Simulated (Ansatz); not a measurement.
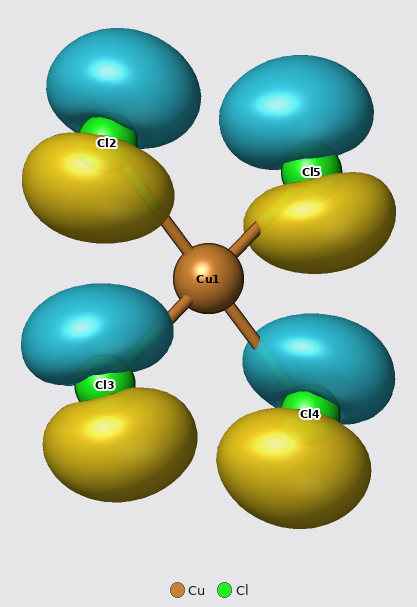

The picture shows: Cl4Cu (charge −1). The HOMO−1 at ±0.1 Å⁻³ᐟ² (yellow and cyan are the two phases), seen at a tilt.

Geometry: r2SCAN-D4/def2-SVPD.

All numbers below come from RKS PBE0-D4/def2-TZVPD in Ansatz.

```xyz
5

Cu    0.0001   -0.0001    0.0000
Cl    2.2120   -0.0248    0.0068
Cl    0.0247    2.2117    0.0054
Cl   -2.2116    0.0251    0.0009
Cl   -0.0252   -2.2119   -0.0131
```

Q: What is the character of this orbital?

A: By Hirshfeld shares it lies mainly on Cl2 (about 25 %), Cl3 (about 25 %), Cl4 (about 25 %) and Cl5 (about 25 %); it is symmetric in the molecular plane (an in-plane orbital: σ, lone-pair or in-plane π type); it is ungerade (odd under inversion); largely a combination of lone pairs on Cl2, Cl3, Cl4 and Cl5. It is one of a degenerate set, so its orientation is arbitrary. Its energy is −4.23 eV.
